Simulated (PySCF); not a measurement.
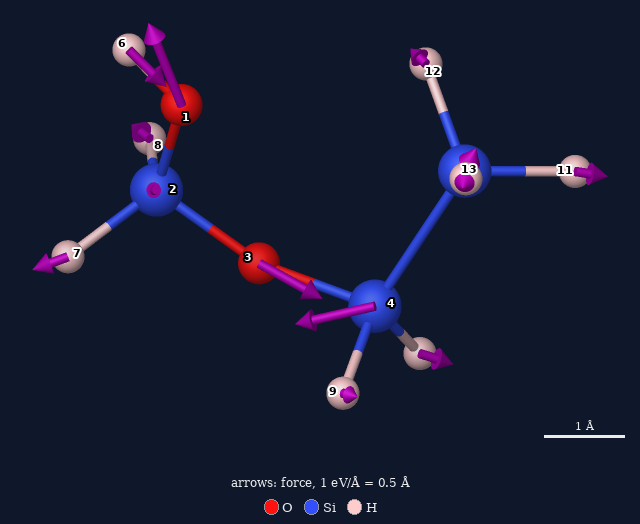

Starting geometry of Si$_{3}$H$_{8}$O$_{2}$ with the computed forces as purple arrows. A ball-and-stick model, seen at a tilt.

The start comes from GFN2-xTB. Its atoms were then displaced at random by about 0.01 Å.

All numbers below come from PBE0-D3(BJ)/def2-SVP geometry optimisation, gas phase (PySCF 2.14.0, density-fitted response routines). 

**Is this structure relaxed? If not, where do the atoms go?**

It isn't relaxed: the largest force vector, on an O atom, is 2.64 eV/Å. The final displacements have little in common with the starting forces (cosine between the two patterns 0.02). Over 15 geometry steps the energy falls by 11.0 kcal/mol. The atom that moves furthest after the best rigid fit is an H atom (0.94 Å). Largest moves by element: H 0.94 Å, O 0.34 Å, Si 0.21 Å. Some distances before and after: Si–Si 2.272 → 2.350 Å, O–Si 1.595 → 1.643 Å, H–Si 1.455 → 1.500 Å, O–Si 1.623 → 1.664 Å. Among the angles between lasting bonds that change: Si–O–Si 151.5° → 139.9°, O–Si–H 99.7° → 107.8°, Si–Si–H 117.9° → 110.0°. Groups turn about Si–Si by about 40°.
